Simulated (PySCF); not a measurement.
# C₅H₁₁NO₂Si: NMR shifts in solvents

Aim: compute the NMR shifts of C₅H₁₁NO₂Si (`N[Si]1(C2CC2)OCCO1`), and see what a dielectric continuum does where one was used.

Computed with PySCF 2.14.0, with density-fitted response routines of our own, on a single molecule, in the gas phase or a continuum. Atoms count from 0, in the outputs and in this text.

**1. Starting geometry**

20 atoms, charge 0, multiplicity 1; geometry from: GFN2-xTB.

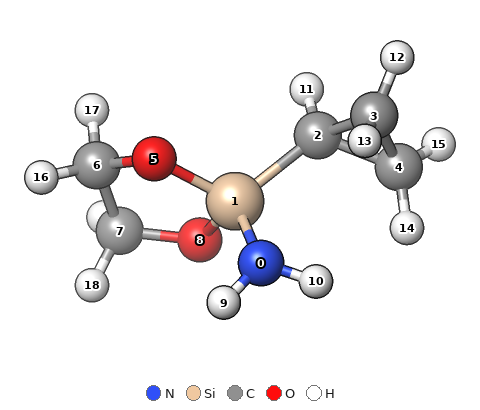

As it starts; nitrogen blue, silicon light orange, carbon grey, oxygen red, hydrogen white, atoms numbered.

**2. Relaxing the molecule at PBE0-D3(BJ)/def2-SVP**

The job: settings as JSON, then the geometry in Å.

```
{"job": {"xc": "PBE0", "basis": "def2-SVP", "d3": "d3bj", "grid": 1, "kind": "geom"}, "charge": 0, "multiplicity": 1}
N     -0.299369     1.940384    -0.270351
Si     0.207944     0.321643    -0.006493
C     -1.281847    -0.807762    -0.032308
C     -2.616067    -0.258251     0.385550
C     -2.367209    -0.581137    -1.046953
O      1.088199     0.322866     1.384344
C      2.333291    -0.276793     1.206511
C      2.625965    -0.328293    -0.306431
O      1.406032    -0.273509    -0.979913
H      0.358818     2.701717    -0.275431
H     -1.081028     2.129201    -0.870031
H     -1.108607    -1.845549     0.226474
H     -3.279024    -0.899111     0.947313
H     -2.660757     0.778000     0.678353
H     -2.250649     0.230570    -1.747586
H     -2.856507    -1.445650    -1.470460
H      3.088173     0.304843     1.741035
H      2.304967    -1.290028     1.621898
H      3.233712     0.533617    -0.603867
H      3.148815    -1.246080    -0.584689
```

Command:

```bash
$ OMP_NUM_THREADS=1 python probes_run.py task.json out
```

One launch serves the whole session: the jobs run in the order shown.

What it wrote:

```text
step   0  E = -690.97370016  max force = 0.028084
step   1  E = -690.97786225  max force = 0.003484
step   2  E = -690.97815543  max force = 0.001250
step   3  E = -690.97823173  max force = 0.000997
step   4  E = -690.97827782  max force = 0.000813
step   5  E = -690.97836636  max force = 0.001014
step   6  E = -690.97840654  max force = 0.000931
step   7  E = -690.97846114  max force = 0.000786
step   8  E = -690.97850583  max force = 0.000946
step   9  E = -690.97855462  max force = 0.001166
step  10  E = -690.97857059  max force = 0.001215
step  11  E = -690.97858426  max force = 0.000622
step  12  E = -690.97858929  max force = 0.000471
step  13  E = -690.97858768  max force = 0.000225
optimisation converged
```

Run time: 11 min. Hardware: 1 thread, shared host.

Along the way:

```
step  energy from step 0 (eV)  largest force component (eV/Å)
   0                   0.0000                          1.4441
   1                  -0.1133                          0.1792
   2                  -0.1212                          0.0643
   3                  -0.1233                          0.0513
   4                  -0.1246                          0.0418
   5                  -0.1270                          0.0521
   6                  -0.1281                          0.0479
   7                  -0.1296                          0.0404
   8                  -0.1308                          0.0486
   9                  -0.1321                          0.0600
  10                  -0.1325                          0.0625
  11                  -0.1329                          0.0320
  12                  -0.1330                          0.0242
  13                  -0.1330                          0.0116
```

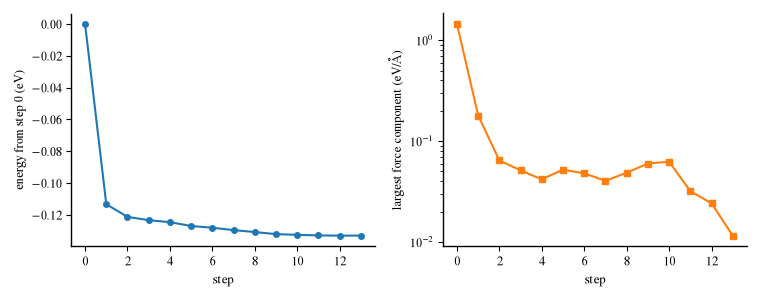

Energy and force, step by step.

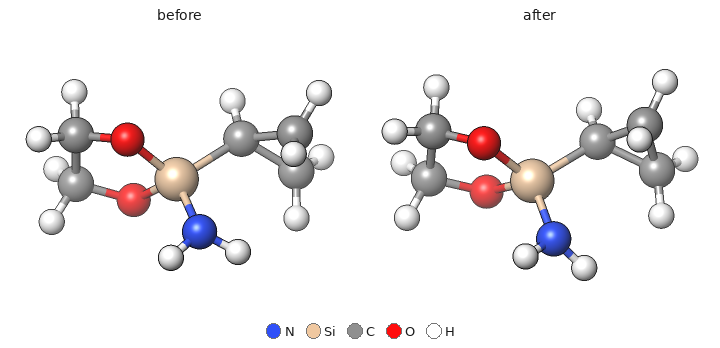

Before and after, at one scale.

Distances of close pairs at the start and the end, largest changes first:

```
  bond  before (Å)  after (Å)  change (Å)
Si1–O5       1.646      1.682      +0.036
Si1–O8       1.654      1.686      +0.032
Si1–C2       1.870      1.842      -0.028
 O5–C6       1.393      1.410      +0.017
C3–H13       1.078      1.094      +0.016
C4–H14       1.079      1.094      +0.015
 C7–O8       1.395      1.409      +0.014
C3–H12       1.080      1.093      +0.013
```

The next job starts from the end point, and lists it.

```
                         at the end point                value
  point group (found at 0.08 Å tolerance)                   C1
rotational constants (GHz, main isotopes)  2.759, 0.949, 0.931
                        dipole moment (D)                 0.79
```

**3. Nuclear shieldings: PBE0/pcSseg-1 in acetone**

The job: settings as JSON, then the geometry in Å.

```
{"job": {"kind": "nmr", "xc": "PBE0", "basis": "pcSseg-1", "solvent": "acetone", "pop": true}, "charge": 0, "multiplicity": 1}
N      0.480462     2.368643    -0.450954
Si     0.916057     0.777241    -0.004625
C     -0.586376    -0.288388    -0.018035
C     -1.836684     0.176857     0.696095
C     -1.831922     0.093718    -0.789166
O      1.762405     0.913965     1.442271
C      2.969763     0.188575     1.373511
C      3.355105     0.093935    -0.108666
O      2.153019    -0.011941    -0.836014
H      1.073894     3.145681    -0.187236
H     -0.077690     2.576938    -1.268617
H     -0.383003    -1.363416     0.030140
H     -2.403648    -0.568697     1.259831
H     -1.818473     1.171490     1.151308
H     -1.836623     1.028515    -1.357258
H     -2.387585    -0.716000    -1.269120
H      3.747444     0.698789     1.965428
H      2.830143    -0.822511     1.801598
H      3.915039     0.998467    -0.418384
H      3.996058    -0.779861    -0.310199
```

Level: GIAO PBE0/pcSseg-1 NMR shielding, non-relativistic, IEF-PCM acetone.

What it wrote:

```text
coarse grid: 17112 points
cycle   1  E = -691.0752714987  dE =  1.369e+00  |g| = 9.319e-01  |ddm| = 4.029e+00
cycle   2  E = -690.9287801456  dE =  1.465e-01  |g| = 1.305e+00  |ddm| = 1.677e+00
cycle   3  E = -691.2338079082  dE = -3.050e-01  |g| = 9.876e-02  |ddm| = 1.077e+00
cycle   4  E = -691.2353010744  dE = -1.493e-03  |g| = 4.727e-02  |ddm| = 9.271e-02
cycle   5  E = -691.2357700672  dE = -4.690e-04  |g| = 7.545e-03  |ddm| = 3.637e-02
cycle   6  E = -691.2357796880  dE = -9.621e-06  |g| = 3.049e-03  |ddm| = 6.827e-03
final grid: 160472 points
cycle   7  E = -691.3066154156  dE = -3.143e-05  |g| = 1.511e-02  |ddm| = 3.213e-02
cycle   8  E = -691.3065625854  dE =  5.283e-05  |g| = 2.278e-02  |ddm| = 2.398e-02
cycle   9  E = -691.3066581493  dE = -9.556e-05  |g| = 1.004e-03  |ddm| = 1.480e-02
cycle  10  E = -691.3066583502  dE = -2.009e-07  |g| = 2.522e-04  |ddm| = 9.148e-04
cycle  11  E = -691.3066583632  dE = -1.300e-08  |g| = 6.636e-05  |ddm| = 2.544e-04
cycle  12  E = -691.3066583639  dE = -7.124e-10  |g| = 2.938e-05  |ddm| = 7.162e-05
converged SCF energy = -691.3066583639

GIAO shielding tensors (ppm)
atom      isotropic    diamagn.    paramagn.     s11        s22        s33       span
  0 N      245.536     322.072     -76.536    218.120    244.564    273.922     55.802
  1 Si     353.429     882.465    -529.036    322.697    351.259    386.332     63.635
  2 C      192.217     257.227     -65.011    158.015    179.345    239.289     81.274
  3 C      182.040     254.337     -72.297    154.785    174.453    216.882     62.096
  4 C      181.859     253.684     -71.825    154.843    175.683    215.052     60.209
  5 O      293.360     401.686    -108.327    242.961    295.391    341.728     98.767
  6 C      117.735     243.176    -125.441     88.233    106.996    157.974     69.741
  7 C      117.914     241.780    -123.865     87.016    108.589    158.138     71.121
  8 O      277.028     401.781    -124.753    223.512    278.385    329.188    105.676
  9 H       30.297      29.718       0.578     22.612     25.755     42.523     19.911
 10 H       30.303      32.342      -2.039     22.116     27.668     41.123     19.007
 11 H       31.791      34.425      -2.634     23.791     28.862     42.721     18.930
 12 H       30.559      31.041      -0.482     24.586     25.653     41.439     16.853
 13 H       30.830      32.000      -1.170     24.472     28.968     39.049     14.577
 14 H       30.934      32.690      -1.756     24.037     29.558     39.208     15.171
 15 H       30.518      30.881      -0.363     24.440     25.679     41.435     16.995
 16 H       27.245      26.049       1.195     23.156     25.040     33.538     10.382
 17 H       27.241      29.421      -2.180     22.346     25.078     34.300     11.955
 18 H       27.176      26.763       0.413     22.379     24.873     34.277     11.898
 19 H       27.232      26.628       0.604     23.146     25.068     33.483     10.337
```

It took 1.9 min on 1 thread, shared host.

Shifts follow as δ = σ(reference) − σ, with reference shieldings (ppm) from runs at the same level and on the same kind of geometry: 1H TMS 31.24, 13C TMS 185.4, 29Si TMS 351.8, 15N NH3 268.4, 17O H2O 342.8. The references are single molecules in the same continuum, so shifts against H2O, NH3, PH3, H3PO4 or CFCl3 are not on the usual liquid scales and can be off by tens of ppm. Atoms listed in one row are averaged.

```
   atoms                                        environment  σ (ppm)  δ (ppm)
  C6, C7                                sp3 CH2 bonded to O    117.8     67.6
  C3, C4                         three-membered-ring carbon    181.9      3.5
      C2                         three-membered-ring carbon    192.2     -6.8
H16, H18                 hydrogen on an sp3 CH2 bonded to O    27.21     4.03
H17, H19                 hydrogen on an sp3 CH2 bonded to O    27.24     4.00
 H9, H10                hydrogen on a nitrogen bonded to Si    30.30     0.94
H12, H15           hydrogen on a three-membered-ring carbon    30.54     0.70
H13, H14           hydrogen on a three-membered-ring carbon    30.88     0.36
     H11           hydrogen on a three-membered-ring carbon    31.79    -0.55
      N0                         nitrogen bonded to Si, 2 H    245.5     22.9
     Si1  silicon bonded to C, N, 2 O, in a 5-membered ring    353.4     -1.6
  O5, O8       oxygen bonded to C, Si, in a 5-membered ring    285.2     57.6
```

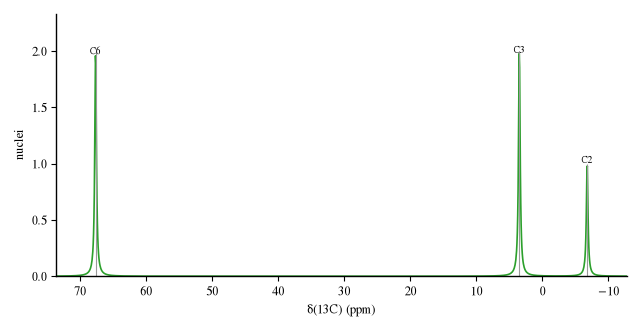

13C lines at the computed shifts, without couplings. Lines are broadened to a width of 0.30 ppm (Lorentzian).

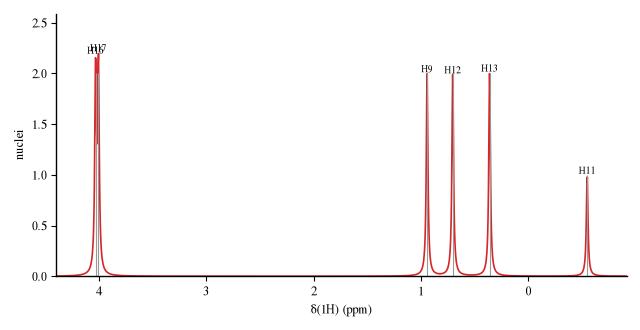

1H lines at the computed shifts, without couplings. Lines are broadened to a width of 0.02 ppm (Lorentzian).

The run also stored atomic charges by several schemes (e):

```
 atoms  Mulliken    IAO  Hirshfeld  ESP fit
    N0     -0.66  -0.86      -0.31    -1.03
   Si1      1.27   1.47       0.48     1.07
    C2     -0.58  -0.48      -0.15    -0.42
C3, C4     -0.22  -0.27      -0.08    -0.30
O5, O8     -0.66  -0.67      -0.27    -0.56
C6, C7      0.02  -0.07      -0.01     0.08
```

IAO charges:

N0 -0.86; Si1 1.47; C2 -0.48; C3 -0.28; C4 -0.27; O5 -0.66; C6 -0.07; C7 -0.07; O8 -0.67; H9 0.28; H10 0.28; H11 0.16; H12 0.15; H13 0.15; H14 0.14; H15 0.15; H16 0.15; H17 0.13; H18 0.13; H19 0.15

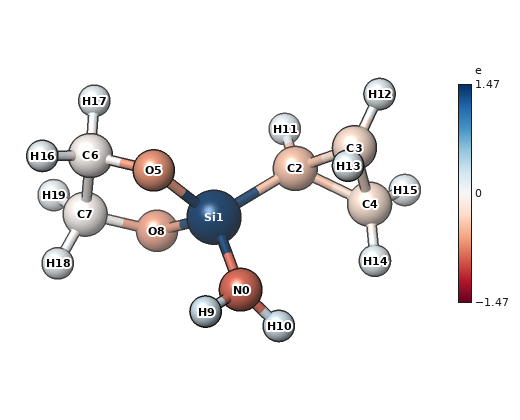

IAO charges, as colours on the atoms.

Mayer bond orders: N0–Si1 1.10, Si1–C2 0.88, C2–C3 0.94, C3–C4 0.97, Si1–O5 0.94, O5–C6 0.89, C6–C7 1.04, C7–O8 0.89, O8–Si1 0.93, C4–C2 0.95.

Ring of atoms Si1, O5, C6, C7, O8: NICS(0) -6.7, NICS(1) -2.5, NICS(1)zz -3.0 ppm (means of both faces).

Ring of atoms C2, C3, C4: NICS(0) -45.5, NICS(1) -9.2, NICS(1)zz -25.6 ppm (means of both faces).

In rings of three or four atoms NICS is ruled by the nearby σ bonds, so it says little on aromaticity.

**4. Nuclear shieldings: PBE0/pcSseg-1 in cyclohexane**

Same as in step 3 but for these lines:

```diff
@@ -1,2 +1,2 @@
-{"job": {"kind": "nmr", "xc": "PBE0", "basis": "pcSseg-1", "solvent": "acetone", "pop": true}, "charge": 0, "multiplicity": 1}
+{"job": {"kind": "nmr", "xc": "PBE0", "basis": "pcSseg-1", "solvent": "cyclohexane", "pop": false}, "charge": 0, "multiplicity": 1}
 N      0.480462     2.368643    -0.450954
```

Level: GIAO PBE0/pcSseg-1 NMR shielding, non-relativistic, IEF-PCM cyclohexane.

What it wrote:

```text
coarse grid: 17112 points
cycle   1  E = -691.0629314467  dE =  1.381e+00  |g| = 9.413e-01  |ddm| = 4.029e+00
cycle   2  E = -690.9039291296  dE =  1.590e-01  |g| = 1.337e+00  |ddm| = 1.764e+00
cycle   3  E = -691.2263106965  dE = -3.224e-01  |g| = 1.041e-01  |ddm| = 1.145e+00
cycle   4  E = -691.2279665513  dE = -1.656e-03  |g| = 4.967e-02  |ddm| = 9.736e-02
cycle   5  E = -691.2284828574  dE = -5.163e-04  |g| = 8.154e-03  |ddm| = 3.869e-02
cycle   6  E = -691.2284943251  dE = -1.147e-05  |g| = 3.189e-03  |ddm| = 7.511e-03
cycle   7  E = -691.2284965683  dE = -2.243e-06  |g| = 3.443e-04  |ddm| = 2.544e-03
final grid: 160472 points
cycle   8  E = -691.2993818145  dE = -3.400e-05  |g| = 1.447e-02  |ddm| = 3.184e-02
cycle   9  E = -691.2993359827  dE =  4.583e-05  |g| = 2.144e-02  |ddm| = 2.301e-02
cycle  10  E = -691.2994225556  dE = -8.657e-05  |g| = 1.341e-03  |ddm| = 1.419e-02
cycle  11  E = -691.2994229330  dE = -3.775e-07  |g| = 2.042e-04  |ddm| = 1.209e-03
cycle  12  E = -691.2994229417  dE = -8.662e-09  |g| = 5.890e-05  |ddm| = 2.406e-04
cycle  13  E = -691.2994229423  dE = -6.128e-10  |g| = 2.656e-05  |ddm| = 7.348e-05
converged SCF energy = -691.2994229423

GIAO shielding tensors (ppm)
atom      isotropic    diamagn.    paramagn.     s11        s22        s33       span
  0 N      245.346     321.441     -76.095    217.871    245.531    272.635     54.764
  1 Si     354.516     882.183    -527.667    323.448    353.338    386.762     63.315
  2 C      191.703     256.613     -64.910    157.526    178.983    238.601     81.074
  3 C      181.595     254.181     -72.586    154.318    174.175    216.293     61.975
  4 C      181.220     253.519     -72.299    154.630    174.609    214.420     59.790
  5 O      290.189     400.931    -110.742    238.397    292.319    339.850    101.454
  6 C      117.576     243.018    -125.442     88.336    107.140    157.252     68.917
  7 C      117.730     241.660    -123.931     87.125    108.716    157.348     70.223
  8 O      273.751     401.057    -127.307    219.103    275.438    326.711    107.607
  9 H       30.544      29.928       0.617     22.884     26.162     42.587     19.703
 10 H       30.675      32.593      -1.918     22.502     28.244     41.278     18.776
 11 H       31.826      34.381      -2.555     23.866     28.962     42.651     18.785
 12 H       30.644      31.141      -0.497     24.708     25.808     41.414     16.706
 13 H       30.759      31.913      -1.154     24.414     28.925     38.938     14.524
 14 H       31.130      32.868      -1.739     24.257     29.865     39.267     15.010
 15 H       30.596      30.972      -0.375     24.529     25.857     41.403     16.875
 16 H       27.362      26.221       1.141     23.322     25.180     33.586     10.264
 17 H       27.324      29.542      -2.218     22.442     25.164     34.365     11.923
 18 H       27.287      26.927       0.359     22.499     24.992     34.369     11.870
 19 H       27.333      26.796       0.537     23.297     25.191     33.512     10.215
```

Wall time 1.7 min (1 thread, shared host).

This run: δ C6 67.2, C3 3.4, C2 -6.9, N0 21.5, H16 3.93, H17 3.93 ppm (means over like atoms).

**5. Side by side: NMR shifts**

Shifts (ppm) of some atoms, chosen among heavy atoms and hydrogens apart, means over like atoms, with basis size and wall time:

```
                         run    C6    C2   H16    H9    N0   Si1    O5  functions     time
    PBE0/pcSseg-1 in acetone  67.6  -6.8  4.03  0.94  22.9  -1.6  57.6        215  1.9 min
PBE0/pcSseg-1 in cyclohexane  67.2  -6.9  3.93  0.65  21.5  -2.6  56.3        215  1.7 min
```

The continuum's effect on the ground state:

```
    solvent      ε  polarisation energy (Eh)  μ (D)
cyclohexane   2.02                   -0.0051   0.80
    acetone  20.49                   -0.0134   0.95
```

**6. Results**

| quantity | value |
| --- | --- |
| point group | C1 |
| rotational constants (main isotopes) | 2.76, 0.95, 0.93 GHz |
| 13C shifts against TMS (PBE0/pcSseg-1, acetone, means over atoms taken as alike) | 67.6, 3.5, -6.8 ppm |
| 1H shifts against TMS (PBE0/pcSseg-1, acetone, means over atoms taken as alike) | 4.03, 4.00, 0.94, 0.70, 0.36, -0.55 ppm |
| 15N shifts against NH3 (PBE0/pcSseg-1, acetone) | 22.9 ppm |
| 29Si shifts against TMS (PBE0/pcSseg-1, acetone) | -1.6 ppm |
| 17O shifts against H2O (PBE0/pcSseg-1, acetone, means over atoms taken as alike) | 57.6 ppm |
| range of the shift of N0 | 21.5 to 22.9 ppm |

In words: The optimisation took 13 steps and gained 0.133 eV; among the close pairs (by a distance rule), Si1–O5 changed most, from 1.646 to 1.682 Å. The most deshielded carbon is C6, C7 (mean) (sp3 CH2 bonded to O), at 67.6 ppm: deshielded by the electronegative neighbour. At PBE0/pcSseg-1: The widest tensor belongs to O5, O8: span 102 ppm, with a paramagnetic part of -117 ppm. In ppm, N0 moves most: its shift spreads over 1.4 ppm, from 21.5 (PBE0/pcSseg-1 in cyclohexane) to 22.9 (PBE0/pcSseg-1 in acetone). Most of that comes from the computed reference, not from the atom's own shielding. The continuum holds electrostatics alone: no hydrogen bonds to the solvent, and the gas-phase geometry is kept.
